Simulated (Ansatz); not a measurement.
**BN: a strain scan**

Aim: for BN, see how energy and stress answer to the strain pattern (1, 1, 0, 0, 0, 0).

Program: Ansatz 0.2.0. Level of theory: DFT LDA, scalar-relativistic, plane waves, PAW. These are calculated values, not measurements.

**1. The structure to begin with**

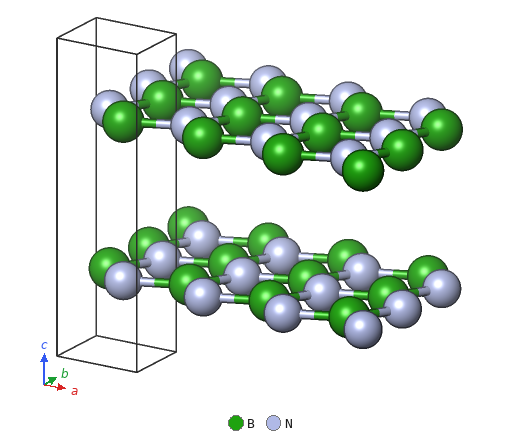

The starting structure, seen slightly off an axis (boron green, nitrogen light blue). 4×3×1 cells are drawn.

Coordinates:

```
CELL_PARAMETERS angstrom
2.50399 0.00000 0.00000
-1.25200 2.16852 0.00000
0.00000 0.00000 6.66120
ATOMIC_POSITIONS crystal
B 0.33333 0.66667 0.25000
B 0.66667 0.33333 0.75000
N 0.33333 0.66667 0.75000
N 0.66667 0.33333 0.25000
```

The cell is taken as given, not relaxed at this level.

**2. Setting up a strain scan**

The cell is strained by ε times the Voigt pattern (1, 1, 0, 0, 0, 0) (xx, yy, zz, yz, xz, xy; engineering shear), with fractional coordinates fixed (clamped ions). The stress on the pattern is the sum of the stress components weighted by it, tension positive.

**3. At ε = -0.1500**

The input, input.yaml:

```yaml
crystal:
  lattice:
    - [2.1283929487, 0.0, 0.0]
    - [-1.0641964744, 1.8432423628, 0.0]
    - [0.0, 0.0, 6.6612]
  atoms:
    - { symbol: B, position: [0.3333333333, 0.6666666667, 0.25] }
    - { symbol: B, position: [0.6666666667, 0.3333333333, 0.75] }
    - { symbol: "N", position: [0.3333333333, 0.6666666667, 0.75] }
    - { symbol: "N", position: [0.6666666667, 0.3333333333, 0.25] }
basis:
  ecutwfc: 420
kpoints:
  mp_grid: { grid: [12, 12, 4] }
hamiltonian:
  xc: lda
scf:
  occupations: { method: gaussian, width: 0.05 }
output:
  forces: true
  stress: true
  eigenvalues: true
```

Standard output (excerpt; [...] marks lines left out):

```text
Warning: RAYON_NUM_THREADS=1 ignored (pool sized by the plan → 1); use --threads N
[...]
Pseudopotentials: kind: paw
Pseudopotential: B, paw, valence charge 3, recommended cutoff 420 eV (normal), B.paw.azcp
Pseudopotential: N, paw, valence charge 5, recommended cutoff 420 eV (normal), N.paw.azcp
Functional definition: SPW92
[...]
Crystal: 4 atoms, lattice volume = 26.133 Å³
Basis set: ecut = 420 eV, 527 PW (Γ)
Bands: 12, of which v1, the nominal top of the filled ones, is band 8 counted from 1 (7 counted from 0)
Symmetry: 24 space group operations
Space group: P63/mmc (ITA 194), of the structure as read, at distance tolerance 3.0e-5 Å
k-points: 57 of 576
[...]
SCF iter   1: F=—  HF=-1045.058158 eV  |F-HF|=—  |Δ(HF+E_count)|=         —  Δρ=1.48e-2  dr2=5.30e-2  ethr=1.77e-3  ⟨swp⟩=6.1  Hψ=4316  notcnv=0
[...]
SCF iter   6: F=-1045.039031 eV  HF=-1045.039031 eV  |F-HF|=6.59e-11  |Δ(HF+E_count)|=   1.90e-8  Δρ=1.17e-6  dr2=1.31e-10  ethr=2.81e-10  ⟨swp⟩=3.1  Hψ=3101  notcnv=0
[...]
SCF converged after 6 iterations
Free energy (F): -1045.039031 eV
[...]
E sigma→0 (E₀):  -1045.039031 eV
Fermi energy:    9.784321 eV
[...]
--- Forces (eV/Å), atoms counted from 1 ---
  atom   1  B     -0.00000000    -0.00000000    -0.00000000
  atom   2  B      0.00000000     0.00000000     0.00000000
  atom   3  N     -0.00000000     0.00000000     0.00000000
  atom   4  N     -0.00000000    -0.00000000    -0.00000000
[...]
--- Stress (GPa, compression-positive) ---
      333.682039      -0.000000      -0.000000
       -0.000000     333.682039       0.000000
        0.000000       0.000000      -0.853066
  P = ⅓ Tr σ = 222.1703 GPa (2221.703 kbar)
--- Band table (eV; the first three rows and the last of 57) ---
  k-point 0: bands = ["-12.9274", "-12.6660", "-1.4979", "0.2764", "7.3507", "7.3507", "7.3633", "7.3633", "11.7677", "17.7148", "23.8545", "23.8545"]
[...]
```

Run time: 0.83 s. Hardware: 1 thread of an x86-64 CPU, shared host; peak memory 0.34 GiB.

**4. ε = 0.1125**

Edit input.yaml of step 3 so:

```diff
@@ -2,4 +2,4 @@
   lattice:
-    - [2.1283929487, 0.0, 0.0]
-    - [-1.0641964744, 1.8432423628, 0.0]
+    - [2.785690771, 0.0, 0.0]
+    - [-1.3928453855, 2.4124789748, 0.0]
     - [0.0, 0.0, 6.6612]
```

Standard output (excerpt; [...] marks lines left out):

```text
[...]
SCF converged after 6 iterations
Free energy (F): -1050.068725 eV
[...]
E sigma→0 (E₀):  -1050.068725 eV
Fermi energy:    4.539115 eV
[...]
--- Forces (eV/Å), atoms counted from 1 ---
  atom   1  B     -0.00000000    -0.00000000     0.00000000
  atom   2  B      0.00000000     0.00000000     0.00000000
  atom   3  N      0.00000000    -0.00000000     0.00000000
  atom   4  N     -0.00000000     0.00000000     0.00000000
[...]
--- Stress (GPa, compression-positive) ---
      -75.510364       0.000000       0.000000
        0.000000     -75.510364       0.000000
        0.000000       0.000000      -1.299914
  P = ⅓ Tr σ = -50.7735 GPa (-507.735 kbar)
--- Band table (eV; the first three rows and the last of 57) ---
  k-point 0: bands = ["-13.1282", "-12.7915", "-2.2032", "0.1641", "1.1335", "1.1335", "1.1976", "1.1976", "7.0586", "9.9519", "11.2133", "11.6970"]
[...]
```

Run time: 1 s. Hardware: 1 thread of an x86-64 CPU, shared host; peak memory 0.36 GiB.

**5. Point ε = -0.0750**

Edit input.yaml of step 4 so:

```diff
@@ -2,4 +2,4 @@
   lattice:
-    - [2.785690771, 0.0, 0.0]
-    - [-1.3928453855, 2.4124789748, 0.0]
+    - [2.3161923265, 0.0, 0.0]
+    - [-1.1580961633, 2.0058813948, 0.0]
     - [0.0, 0.0, 6.6612]
```

Standard output (excerpt; [...] marks lines left out):

```text
[...]
SCF converged after 6 iterations
Free energy (F): -1051.264306 eV
[...]
E sigma→0 (E₀):  -1051.264306 eV
Fermi energy:    8.124673 eV
[...]
--- Forces (eV/Å), atoms counted from 1 ---
  atom   1  B     -0.00000000     0.00000000     0.00000000
  atom   2  B      0.00000000    -0.00000000     0.00000000
  atom   3  N      0.00000000    -0.00000000     0.00000000
  atom   4  N     -0.00000000    -0.00000000     0.00000000
[...]
--- Stress (GPa, compression-positive) ---
      108.322595      -0.000000       0.000000
        0.000000     108.322595       0.000000
        0.000000       0.000000      -0.580566
  P = ⅓ Tr σ = 72.0215 GPa (720.215 kbar)
--- Band table (eV; the first three rows and the last of 57) ---
  k-point 0: bands = ["-13.1145", "-12.8299", "-1.6779", "0.3214", "4.9063", "4.9063", "4.9310", "4.9310", "10.5445", "16.2316", "19.4429", "19.4429"]
[...]
```

Run time: 0.83 s. Hardware: 1 thread of an x86-64 CPU, shared host; peak memory 0.35 GiB.

**6. ε = 0.0375**

Edit input.yaml of step 5 so:

```diff
@@ -2,4 +2,4 @@
   lattice:
-    - [2.3161923265, 0.0, 0.0]
-    - [-1.1580961633, 2.0058813948, 0.0]
+    - [2.5978913932, 0.0, 0.0]
+    - [-1.2989456966, 2.2498399428, 0.0]
     - [0.0, 0.0, 6.6612]
```

Standard output (excerpt; [...] marks lines left out):

```text
Warning: RAYON_NUM_THREADS=1 ignored (pool sized by the plan → 1); use --threads N
[...]
[... 4 set-up lines as earlier in the session ...]
[...]
Crystal: 4 atoms, lattice volume = 38.934 Å³
Basis set: ecut = 420 eV, 773 PW (Γ)
Bands: 12, of which v1, the nominal top of the filled ones, is band 8 counted from 1 (7 counted from 0)
[... 1 set-up line as earlier in the session ...]
Space group: P63/mmc (ITA 194), of the structure as read, at distance tolerance 3.4e-5 Å
k-points: 57 of 576
[...]
SCF iter   1: F=—  HF=-1052.274221 eV  |F-HF|=—  |Δ(HF+E_count)|=         —  Δρ=9.35e-3  dr2=3.09e-2  ethr=1.77e-3  ⟨swp⟩=6.2  Hψ=4012  notcnv=0
[...]
SCF iter   6: F=-1052.265983 eV  HF=-1052.265983 eV  |F-HF|=1.05e-8  |Δ(HF+E_count)|=   1.99e-8  Δρ=9.70e-6  dr2=1.55e-8  ethr=6.25e-10  ⟨swp⟩=4.7  Hψ=2779  notcnv=0
[...]
SCF converged after 6 iterations
Free energy (F): -1052.265983 eV
[...]
E sigma→0 (E₀):  -1052.265983 eV
Fermi energy:    5.772719 eV
[...]
--- Forces (eV/Å), atoms counted from 1 ---
  atom   1  B      0.00000000     0.00000000    -0.00000000
  atom   2  B      0.00000000    -0.00000000     0.00000000
  atom   3  N     -0.00000000     0.00000000     0.00000000
  atom   4  N      0.00000000    -0.00000000    -0.00000000
[...]
--- Stress (GPa, compression-positive) ---
      -39.447806       0.000000       0.000000
       -0.000000     -39.447806       0.000000
        0.000000       0.000000      -0.780767
  P = ⅓ Tr σ = -26.5588 GPa (-265.588 kbar)
--- Band table (eV; the first three rows and the last of 57) ---
  k-point 0: bands = ["-13.1559", "-12.8378", "-1.9902", "0.2629", "2.3526", "2.3526", "2.3953", "2.3953", "8.6935", "13.3792", "14.2832", "14.3555"]
[...]
```

It took 0.93 s on 1 thread of an x86-64 CPU, shared host; peak memory 0.36 GiB.

**7. At ε = 0.1500**

Edit input.yaml of step 6 so:

```diff
@@ -2,4 +2,4 @@
   lattice:
-    - [2.5978913932, 0.0, 0.0]
-    - [-1.2989456966, 2.2498399428, 0.0]
+    - [2.87959046, 0.0, 0.0]
+    - [-1.43979523, 2.4937984908, 0.0]
     - [0.0, 0.0, 6.6612]
```

Standard output (excerpt; [...] marks lines left out):

```text
Warning: RAYON_NUM_THREADS=1 ignored (pool sized by the plan → 1); use --threads N
[...]
[... 4 set-up lines as earlier in the session ...]
[...]
Crystal: 4 atoms, lattice volume = 47.835 Å³
Basis set: ecut = 420 eV, 935 PW (Γ)
Bands: 12, of which v1, the nominal top of the filled ones, is band 8 counted from 1 (7 counted from 0)
[... 1 set-up line as earlier in the session ...]
Space group: P63/mmc (ITA 194), of the structure as read, at distance tolerance 3.6e-5 Å
k-points: 57 of 576
[...]
SCF iter   1: F=—  HF=-1048.548018 eV  |F-HF|=—  |Δ(HF+E_count)|=         —  Δρ=9.96e-3  dr2=5.14e-2  ethr=1.77e-3  ⟨swp⟩=3.8  Hψ=3435  notcnv=0
[...]
SCF iter   6: F=-1048.536190 eV  HF=-1048.536190 eV  |F-HF|=9.58e-9  |Δ(HF+E_count)|=   2.57e-8  Δρ=7.47e-6  dr2=2.03e-8  ethr=6.25e-10  ⟨swp⟩=5.4  Hψ=3214  notcnv=0
[...]
SCF converged after 6 iterations
Free energy (F): -1048.536190 eV
[...]
E sigma→0 (E₀):  -1048.536190 eV
Fermi energy:    3.989939 eV
[...]
--- Forces (eV/Å), atoms counted from 1 ---
  atom   1  B      0.00000000     0.00000000    -0.00000000
  atom   2  B      0.00000000    -0.00000000     0.00000000
  atom   3  N      0.00000000     0.00000000     0.00000000
  atom   4  N      0.00000000    -0.00000000    -0.00000000
[...]
--- Stress (GPa, compression-positive) ---
      -83.604574       0.000000       0.000000
       -0.000000     -83.604574       0.000000
        0.000000       0.000000      -1.665398
  P = ⅓ Tr σ = -56.2915 GPa (-562.915 kbar)
--- Band table (eV; the first three rows and the last of 57) ---
  k-point 0: bands = ["-13.1135", "-12.7694", "-2.3083", "0.1020", "0.6267", "0.6267", "0.6999", "0.6999", "6.0371", "8.0678", "10.1621", "10.5355"]
[...]
```

It took 1.1 s on 1 thread of an x86-64 CPU, shared host; peak memory 0.35 GiB.

**8. ε = -0.1125**

Edit input.yaml of step 7 so:

```diff
@@ -2,4 +2,4 @@
   lattice:
-    - [2.87959046, 0.0, 0.0]
-    - [-1.43979523, 2.4937984908, 0.0]
+    - [2.2222926376, 0.0, 0.0]
+    - [-1.1111463188, 1.9245618788, 0.0]
     - [0.0, 0.0, 6.6612]
```

Standard output (excerpt; [...] marks lines left out):

```text
[...]
SCF converged after 6 iterations
Free energy (F): -1048.923550 eV
[...]
E sigma→0 (E₀):  -1048.923550 eV
Fermi energy:    8.969445 eV
[...]
--- Forces (eV/Å), atoms counted from 1 ---
  atom   1  B      0.00000000     0.00000000     0.00000000
  atom   2  B     -0.00000000    -0.00000000     0.00000000
  atom   3  N      0.00000000    -0.00000000     0.00000000
  atom   4  N      0.00000000     0.00000000     0.00000000
[...]
--- Stress (GPa, compression-positive) ---
      202.598802       0.000000       0.000000
        0.000000     202.598802       0.000000
        0.000000       0.000000      -0.681761
  P = ⅓ Tr σ = 134.8386 GPa (1348.386 kbar)
--- Band table (eV; the first three rows and the last of 57) ---
  k-point 0: bands = ["-13.0455", "-12.7728", "-1.5832", "0.3093", "6.0335", "6.0335", "6.0522", "6.0522", "11.1409", "17.0051", "21.5241", "21.5241"]
[...]
```

Wall time 0.82 s (1 thread of an x86-64 CPU, shared host); peak memory 0.31 GiB.

**9. At ε = 0.0750**

Edit input.yaml of step 8 so:

```diff
@@ -2,4 +2,4 @@
   lattice:
-    - [2.2222926376, 0.0, 0.0]
-    - [-1.1111463188, 1.9245618788, 0.0]
+    - [2.6917910821, 0.0, 0.0]
+    - [-1.3458955411, 2.3311594588, 0.0]
     - [0.0, 0.0, 6.6612]
```

Standard output (excerpt; [...] marks lines left out):

```text
[...]
SCF converged after 6 iterations
Free energy (F): -1051.348376 eV
[...]
E sigma→0 (E₀):  -1051.348376 eV
Fermi energy:    5.131340 eV
[...]
--- Forces (eV/Å), atoms counted from 1 ---
  atom   1  B     -0.00000000    -0.00000000     0.00000000
  atom   2  B      0.00000000     0.00000000     0.00000000
  atom   3  N     -0.00000000    -0.00000000     0.00000000
  atom   4  N      0.00000000     0.00000000     0.00000000
[...]
--- Stress (GPa, compression-positive) ---
      -61.484903      -0.000000       0.000000
       -0.000000     -61.484903       0.000000
        0.000000       0.000000      -1.005403
  P = ⅓ Tr σ = -41.3251 GPa (-413.251 kbar)
--- Band table (eV; the first three rows and the last of 57) ---
  k-point 0: bands = ["-13.1437", "-12.8158", "-2.0972", "0.2189", "1.7039", "1.7039", "1.7579", "1.7579", "7.9418", "12.0230", "12.2955", "12.9651"]
[...]
```

Run time: 0.95 s. Hardware: 1 thread of an x86-64 CPU, shared host; peak memory 0.35 GiB.

**10. ε = -0.0375**

Edit input.yaml of step 9 so:

```diff
@@ -2,4 +2,4 @@
   lattice:
-    - [2.6917910821, 0.0, 0.0]
-    - [-1.3458955411, 2.3311594588, 0.0]
+    - [2.4100920154, 0.0, 0.0]
+    - [-1.2050460077, 2.0872009108, 0.0]
     - [0.0, 0.0, 6.6612]
```

Standard output (excerpt; [...] marks lines left out):

```text
[...]
SCF converged after 6 iterations
Free energy (F): -1052.422865 eV
[...]
E sigma→0 (E₀):  -1052.422865 eV
Fermi energy:    7.258317 eV
[...]
--- Forces (eV/Å), atoms counted from 1 ---
  atom   1  B      0.00000000    -0.00000000    -0.00000000
  atom   2  B      0.00000000     0.00000000     0.00000000
  atom   3  N     -0.00000000    -0.00000000     0.00000000
  atom   4  N      0.00000000     0.00000000    -0.00000000
[...]
--- Stress (GPa, compression-positive) ---
       40.961866      -0.000000       0.000000
       -0.000000      40.961866       0.000000
        0.000000       0.000000      -0.566182
  P = ⅓ Tr σ = 27.1192 GPa (271.192 kbar)
--- Band table (eV; the first three rows and the last of 57) ---
  k-point 0: bands = ["-13.1487", "-12.8528", "-1.7797", "0.3159", "3.9336", "3.9336", "3.9629", "3.9629", "9.9568", "15.3700", "17.5736", "17.5736"]
[...]
```

Run time: 0.84 s. Hardware: 1 thread of an x86-64 CPU, shared host; peak memory 0.34 GiB.

**11. ε = 0.1312**

Edit input.yaml of step 10 so:

```diff
@@ -2,4 +2,4 @@
   lattice:
-    - [2.4100920154, 0.0, 0.0]
-    - [-1.2050460077, 2.0872009108, 0.0]
+    - [2.8325154159, 0.0, 0.0]
+    - [-1.416257708, 2.4530303068, 0.0]
     - [0.0, 0.0, 6.6612]
```

Standard output (excerpt; [...] marks lines left out):

```text
Warning: RAYON_NUM_THREADS=1 ignored (pool sized by the plan → 1); use --threads N
[...]
[... 4 set-up lines as earlier in the session ...]
[...]
Crystal: 4 atoms, lattice volume = 46.284 Å³
Basis set: ecut = 420 eV, 911 PW (Γ)
Bands: 12, of which v1, the nominal top of the filled ones, is band 8 counted from 1 (7 counted from 0)
[... 2 set-up lines as earlier in the session ...]
k-points: 57 of 576
[...]
SCF iter   1: F=—  HF=-1049.341273 eV  |F-HF|=—  |Δ(HF+E_count)|=         —  Δρ=9.81e-3  dr2=4.76e-2  ethr=1.77e-3  ⟨swp⟩=4.0  Hψ=3498  notcnv=0
[...]
SCF iter   6: F=-1049.330112 eV  HF=-1049.330112 eV  |F-HF|=1.05e-8  |Δ(HF+E_count)|=   3.55e-8  Δρ=8.24e-6  dr2=2.12e-8  ethr=6.25e-10  ⟨swp⟩=5.1  Hψ=3064  notcnv=0
[...]
SCF converged after 6 iterations
Free energy (F): -1049.330112 eV
[...]
E sigma→0 (E₀):  -1049.330112 eV
Fermi energy:    4.260202 eV
[...]
--- Forces (eV/Å), atoms counted from 1 ---
  atom   1  B      0.00000000     0.00000000    -0.00000000
  atom   2  B      0.00000000    -0.00000000     0.00000000
  atom   3  N      0.00000000     0.00000000     0.00000000
  atom   4  N     -0.00000000    -0.00000000    -0.00000000
[...]
--- Stress (GPa, compression-positive) ---
      -80.183354      -0.000000       0.000000
       -0.000000     -80.183354       0.000000
        0.000000       0.000000      -1.475379
  P = ⅓ Tr σ = -53.9474 GPa (-539.474 kbar)
--- Band table (eV; the first three rows and the last of 57) ---
  k-point 0: bands = ["-13.1205", "-12.7800", "-2.2558", "0.1343", "0.8729", "0.8729", "0.9417", "0.9417", "6.5650", "8.9895", "10.6835", "11.1052"]
[...]
```

It took 1 s on 1 thread of an x86-64 CPU, shared host; peak memory 0.36 GiB.

**12. All points together**

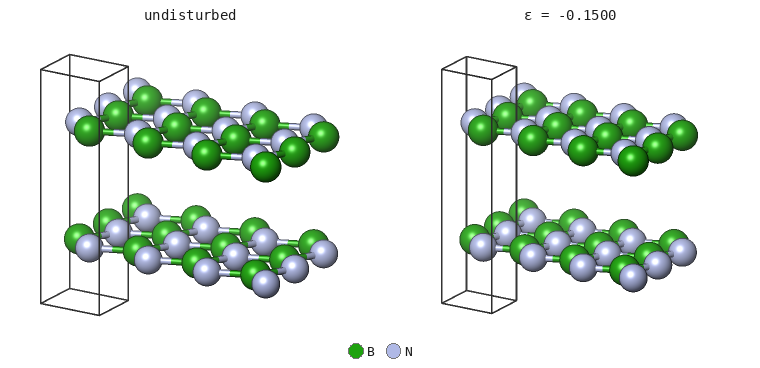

The undisturbed cell and the costliest point of the scan, at one scale, with neighbouring cells.

The scan, with free energies counted from the undisturbed cell:

| ε | ΔE (meV/atom) | stress on the pattern (GPa) | pressure (GPa) | gap on the mesh (eV) |
| --- | --- | --- | --- | --- |
| -0.1500 | 1910.9 | -667.36 | 222.2 | 3.97 |
| -0.1125 | 939.7 | -405.20 | 134.8 | 4.34 |
| -0.0750 | 354.5 | -216.65 | 72.0 | 4.43 |
| -0.0375 | 64.9 | -81.92 | 27.1 | 4.27 |
| 0.0000 | 0.0 | 13.14 | -4.6 | 4.10 |
| 0.0375 | 104.1 | 78.90 | -26.6 | 3.89 |
| 0.0750 | 333.5 | 122.97 | -41.3 | 3.69 |
| 0.1125 | 653.4 | 151.02 | -50.8 | 3.50 |
| 0.1312 | 838.1 | 160.37 | -53.9 | 3.40 |
| 0.1500 | 1036.6 | 167.21 | -56.3 | 3.31 |

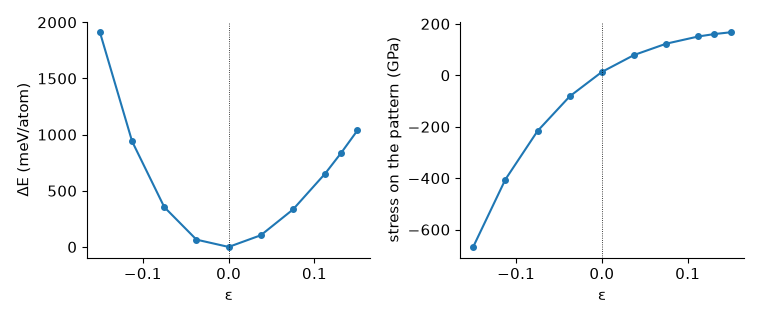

ΔE and stress on the pattern along the scan.

**13. Summary of results**

| quantity | value |
| --- | --- |
| slope of the stress at ε = 0, over ±0.0375 | 2144 GPa |

What this shows: The slope of the stress at zero strain, 2144 GPa, estimates C11 + C22 + 2 C12 with clamped ions in this Cartesian frame; letting the atoms relax could not make it stiffer. The step is wide, so higher orders mix in. The reference stands under -4.6 GPa, so this is no zero-stress constant. The undisturbed cell stays the lowest of the sampled points. Compression costs more than tension: 1910.9 against 1036.6 meV/atom at the ends. The gap on the mesh stays between 3.31 and 4.43 eV.
